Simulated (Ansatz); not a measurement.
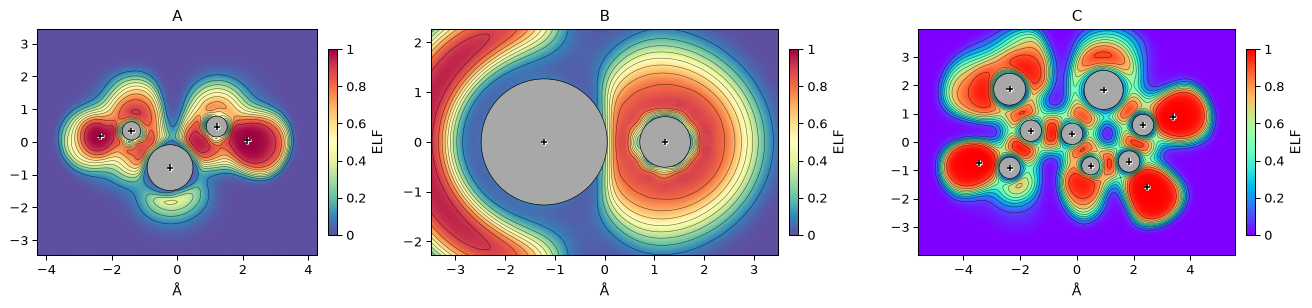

The ELF of 3 systems, each on a plane through atoms (crosses mark nuclei in the plane; grey discs cover the cores).

Theory: isolated molecule in a Gaussian basis; Kohn-Sham density functional theory, functional PBE0 in Ansatz 0.2.0.

System 1: H₆NOSi (SMILES [NH3+][SiH2]O) (charge +1), the plane of atoms Si3, N1 and H4. Geometry: PBE0-D3(BJ)/pcseg-1.

```xyz
9

N    -2.0962   -0.4669    1.9384
O    -1.5280   -0.8727   -0.5735
Si   -0.6685   -0.9935    0.8015
H    -1.8573   -0.4419    2.9368
H    -2.8979   -1.1016    1.8327
H    -2.4376    0.4686    1.6834
H    -0.3453   -2.3538    1.2763
H     0.3563    0.0407    1.0481
H    -1.2123   -1.0504   -1.4693
```

System 2: C₅H₅NSSe (SMILES CC(=S)c1ncc[se]1), the plane of atoms C3, Se8 and C5. Geometry: B3LYP-D3(BJ)/def2-SVP.

```xyz
13

C     0.9881    3.2740    1.8194
C     1.5929    2.5733    0.6353
C     0.8516    1.4119    0.1498
C    -0.7677   -0.1242    0.0489
C    -0.0617   -0.6210   -1.0234
N    -0.2627    0.9750    0.6735
S     2.9890    3.0581   -0.0837
Se    1.4637    0.3964   -1.3406
H     1.6027    4.1308    2.1189
H    -0.0350    3.6043    1.5764
H     0.8840    2.5672    2.6588
H    -1.6984   -0.5619    0.4179
H    -0.3258   -1.4874   -1.6287
```

System 3: CaCl (SMILES [Cl][Ca]) (doublet), a plane that holds the molecular axis. Geometry: PBE0-D4/def2-TZVP.

```xyz
2

Ca    0.0000    0.0000   -1.2150
Cl    0.0000    0.0000    1.2150
```

### Which map belongs to which system?

Panel A is system 1, H₆NOSi: the plane holds N, O, Si and H. Si–O (1.63 Å): the ELF peaks at about 0.85 between the atoms: a short, strongly polar bond. Panel B is system 3, CaCl: the plane holds Ca and Cl. Ca–Cl (2.43 Å): the ELF peaks at about 0.85 in the valence shell of Cl, 0.9 Å from its nucleus, and is about 0.25 at the midpoint (a largely ionic contact). Panel C is system 2, C₅H₅NSSe: the plane holds C, N, S, Se and H. C–N (1.31 Å): the ELF peaks at about 0.90 between the atoms; a covalent bond.
